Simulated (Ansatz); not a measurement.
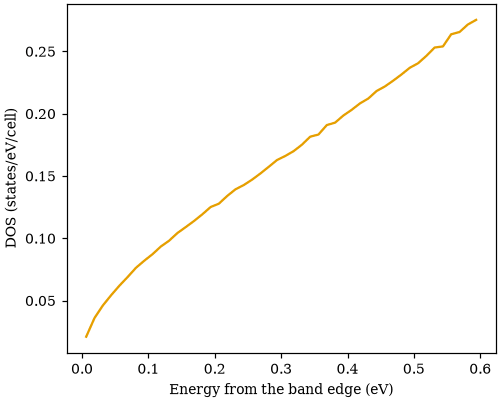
Figure. Density of states of Si2N2O (Cmc2_1) above the conduction band minimum, PBEsol, rigid bands in Ansatz (a first-principles code); cell volume 119.7 Å³.

Q: What effective density of states at 300 K does this give (∫ g(E) exp(−E/k_BT) dE, both spins, divided by the cell's size)?

A: 8.3e18 cm⁻³, a density-of-states mass of 0.48 mₑ, valleys and band degeneracy included.

Spin-orbit coupling is left out. Geometry: cell and atoms relaxed with PBEsol.

Formula and space group known from diffraction (Crystallography Open Database), not checked to be the room-temperature form: Si2N2O (Cmc2_1).
